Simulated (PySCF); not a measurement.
F₂H₂Si, SMILES `F[SiH2]F`.

Method: 6-31+G* basis; geometry: GFN2-xTB; program: PySCF. No frequency check shows the geometry to be a minimum.

Cartesian coordinates (Å):

```
F1       1.2472    0.5091    0.0003
Si2      0.0000   -0.4835    0.0000
F3      -1.2472    0.5091   -0.0003
H4      -0.0024   -1.1972    1.2539
H5       0.0024   -1.1972   -1.2539
```

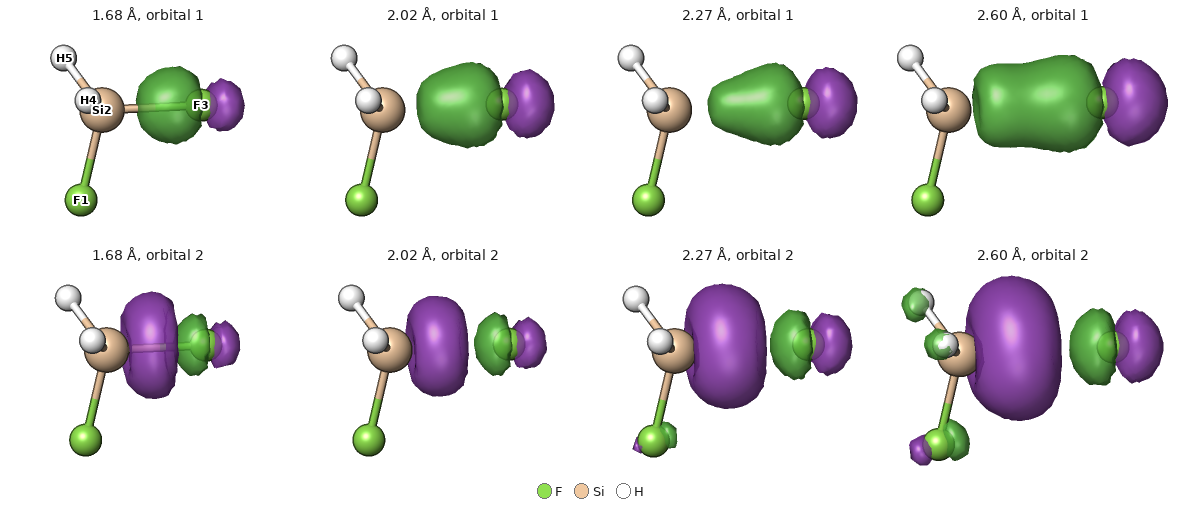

Rigid stretch of the Si2–F3 bond. The two CASSCF(2,2) natural orbitals nearest half filling (orbital 1 the more occupied).

**How do the occupations change along the stretch?**

1.68 Å: 1.98 and 0.02; 2.02 Å: 1.96 and 0.04; 2.27 Å: 1.94 and 0.06; 2.60 Å: 1.87 and 0.13. At the longest distance computed (4.70 Å) they are 1.06 and 0.94, and the effective number of unpaired electrons is 2.0.

**Where does the UHF solution part from RHF?**

Between 2.27 Å (⟨S²⟩ = 0, the two coincide) and 2.60 Å (⟨S²⟩ = 0.52); at 4.70 Å ⟨S²⟩ is 1.00 and UHF lies 3.7 eV below RHF.
